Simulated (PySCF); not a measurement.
**Single-point calculation, with input and output: AlH$_{3}$**

- system: AlH$_{3}$, SMILES [AlH3]
- method: M06-2X/6-31G, RKS (PySCF 2.14.0)

A bond length was changed on purpose from its optimised value.

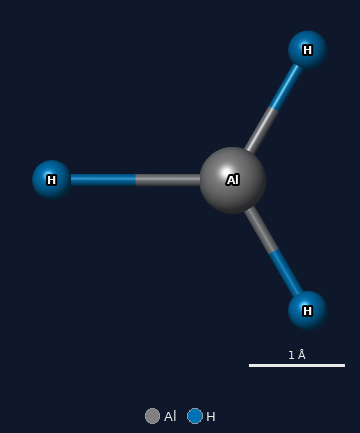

**Figure 1.** The input geometry (ball-and-stick view, seen on its broad side). Sticks mark near contacts.

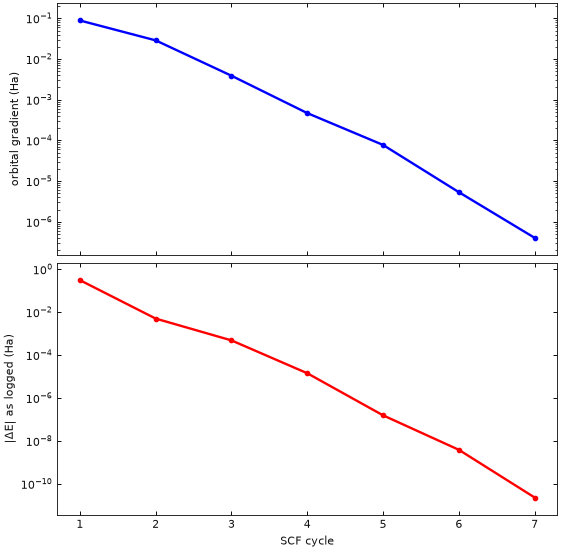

**Figure 2.** Convergence of the self-consistent field: orbital gradient and size of the energy change against the SCF cycle. The residual falls at every step.

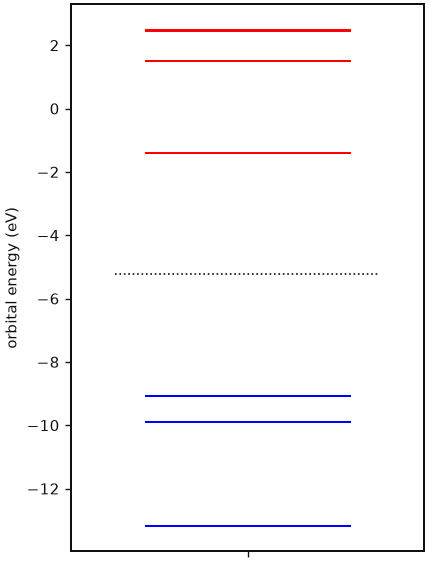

**Figure 3.** Orbital energies near the frontier; the dotted line parts filled from empty levels, and levels within 0.02 eV of each other stand side by side. Highest filled −9.08 eV, lowest empty −1.39 eV, 7.69 eV apart.

The input that produced these results follows, with the program's output.

Input (input.py)
```python
from pyscf import gto, dft

mol = gto.Mole()
mol.atom = 'mol.xyz'
mol.max_memory = 1860
mol.verbose = 4
mol.basis = '6-31g'
mol.build()

mf = dft.RKS(mol)
mf.xc = 'm06-2x'
mf.conv_tol = 1e-10
mf.grids.level = 5
mf.kernel()
if not mf.converged:
    mf = mf.newton().run(mf.mo_coeff, mf.mo_occ)

energy = mf.e_tot
print('Final energy', energy)
```

File mol.xyz
```
4
AlH3
Al    -0.110184    -0.151922    -0.262806
H      0.633200     0.670900     1.283600
H     -1.464684    -0.969122    -0.152606
H      0.625516    -0.021422    -1.661606
```

Launch command:
```bash
OMP_NUM_THREADS=1 python input.py
```

Output
```
PySCF version 2.14.0

[INPUT] num. atoms = 4
[INPUT] num. electrons = 16
[INPUT] charge = 0
[INPUT] spin (= nelec alpha-beta = 2S) = 0
[INPUT] symmetry False subgroup None
[INPUT] Mole.unit = angstrom
[INPUT] Symbol           X                Y                Z      unit          X                Y                Z       unit  Magmom
[INPUT]  1 Al    -0.110184000000  -0.151922000000  -0.262806000000 AA   -0.208217583309  -0.287090972296  -0.496631363892 Bohr   0.0
[INPUT]  2 H      0.633200000000   0.670900000000   1.283600000000 AA    1.196574582075   1.267817256971   2.425652453492 Bohr   0.0
[INPUT]  3 H     -1.464684000000  -0.969122000000  -0.152606000000 AA   -2.767851619032  -1.831375161291  -0.288383544965 Bohr   0.0
[INPUT]  4 H      0.625516000000  -0.021422000000  -1.661606000000 AA    1.182053926533  -0.040481713040  -3.139980266934 Bohr   0.0

nuclear repulsion = 12.8337460930282
number of shells = 13
number of NR pGTOs = 58
number of NR cGTOs = 19
basis = 6-31g
ecp = {}

******** <class 'pyscf.dft.rks.RKS'> ********
method = RKS
initial guess = minao
damping factor = 0
level_shift factor = 0
DIIS = <class 'pyscf.scf.diis.CDIIS'>
diis_start_cycle = 1
diis_space = 8
diis_damp = 0
SCF conv_tol = 1e-10
SCF conv_tol_grad = None
SCF max_cycles = 50
direct_scf = True
direct_scf_tol = 1e-13
XC library pyscf.dft.libxc version 7.0.0
    S. Lehtola, C. Steigemann, M. J.T. Oliveira, and M. A.L. Marques.,  SoftwareX 7, 1–5 (2018)
XC functionals = m06-2x
    Y. Zhao and D. G. Truhlar.,  Theor. Chem. Acc. 120, 215 (2008)
    Y. Zhao and D. G. Truhlar.,  Theor. Chem. Acc. 120, 215 (2008)
radial grids:
    Treutler-Ahlrichs [JCP 102, 346 (1995); DOI:10.1063/1.469408] (M4) radial grids

becke partition: Becke, JCP 88, 2547 (1988); DOI:10.1063/1.454033
pruning grids: <function nwchem_prune>
grids dens level: 5
symmetrized grids: False
atomic radii adjust function: <function treutler_atomic_radii_adjust>
small_rho_cutoff = 0
Set gradient conv threshold to 1e-05
Initial guess from minao.
tot grids = 113672
init E= -243.79270354407
  HOMO = -0.300910712909418  LUMO = -0.0644804606018418  gap/eV = 6.43359
cycle= 1 E= -244.102511342544  delta_E= -0.31  |g|= 0.0885  |ddm|= 1.38
  HOMO = -0.33441417839231  LUMO = -0.0618952915800557  gap/eV = 7.41562
cycle= 2 E= -244.107519561945  delta_E= -0.00501  |g|= 0.0287  |ddm|= 0.243
  HOMO = -0.334160778591072  LUMO = -0.0502862377900918  gap/eV = 7.72462
cycle= 3 E= -244.108001516517  delta_E= -0.000482  |g|= 0.00388  |ddm|= 0.0611
  HOMO = -0.333375364300269  LUMO = -0.0510174856276343  gap/eV = 7.68335
cycle= 4 E= -244.108015745845  delta_E= -1.42e-05  |g|= 0.000469  |ddm|= 0.012
  HOMO = -0.333734944791803  LUMO = -0.0511227005870009  gap/eV = 7.69027
cycle= 5 E= -244.108015900494  delta_E= -1.55e-07  |g|= 7.74e-05  |ddm|= 0.00126
  HOMO = -0.333722173960319  LUMO = -0.0511387955172814  gap/eV = 7.68949
cycle= 6 E= -244.108015904321  delta_E= -3.83e-09  |g|= 5.35e-06  |ddm|= 0.00017
  HOMO = -0.333721685774543  LUMO = -0.0511367201637231  gap/eV = 7.68953
cycle= 7 E= -244.108015904344  delta_E= -2.29e-11  |g|= 4.04e-07  |ddm|= 2.21e-05
  HOMO = -0.333721876608852  LUMO = -0.0511368001314617  gap/eV = 7.68953
Extra cycle  E= -244.108015904346  delta_E= -1.19e-12  |g|= 9.06e-08  |ddm|= 1.82e-06
converged SCF energy = -244.108015904346
Final energy -244.1080159043455
```

Results in brief

| quantity | value |
| --- | --- |
| outcome | converged |
| total energy | −244.108016 hartree |
| basis functions | 19 |
| HOMO | −9.08 eV |
| LUMO | −1.39 eV |
| dipole moment | 0.63 D |
| hardware | 1 thread of Arm Neoverse V1, 24 GiB of memory available, shared host |
| wall time | 2.2 s |
| peak memory | 0.18 GiB |
